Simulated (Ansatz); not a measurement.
System: YbTi2Mn.

```
Yb Mn Ti
1.0
     4.14162    0.00000    0.00000
     0.00000   10.13723    0.00000
     0.00000    0.00000    6.99530
Yb Mn Ti
4 4 8
Direct
  0.00000 0.43590 0.25000
  0.50000 0.93590 0.25000
  0.00000 0.56410 0.75000
  0.50000 0.06410 0.75000
  0.00000 0.71440 0.25000
  0.50000 0.21440 0.25000
  0.00000 0.28560 0.75000
  0.50000 0.78560 0.75000
  0.00000 0.15100 0.05400
  0.50000 0.65100 0.05400
  0.00000 0.84900 0.55400
  0.50000 0.34900 0.55400
  0.00000 0.84900 0.94600
  0.50000 0.34900 0.94600
  0.00000 0.15100 0.44600
  0.50000 0.65100 0.44600
```

Space group Cmcm; built by placing these elements on a known structure type; not relaxed (largest force 0.6 eV/Å); the SCF solution may not be the lowest one; no Hubbard U on the f states and no spin–orbit coupling; spin-polarised, but the moments vanished.

Method: Ansatz 0.2.0, DFT, PAW plane waves, PBE.

**Predict the electron localisation function between the atoms.**

Ti–Mn (2.53 Å): the ELF is about 0.25 at the midpoint: no localised pair shows between them.
Ti–Ti (2.74 Å): the ELF is about 0.15 at the midpoint: no shared electron pair shows on this line.
Yb–Mn (2.82 Å): the ELF is about 0.15 at the midpoint: no localised pair shows between them.
Yb–Ti (3.20 Å): the ELF is about 0.15 at the midpoint (no shared electron pair shows on this line).

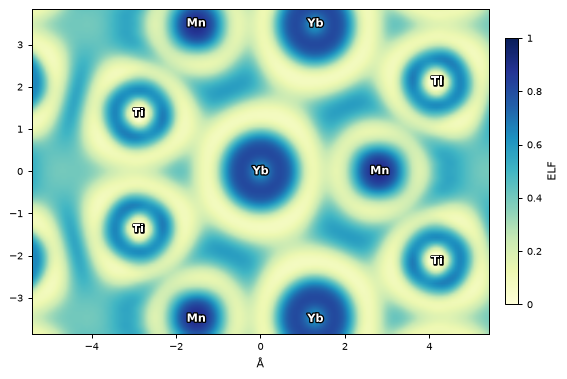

Computed electron localisation function on the (100) plane of the conventional cell. 

In a PAW calculation such maps are meaningful between the atoms, not at the nuclei.
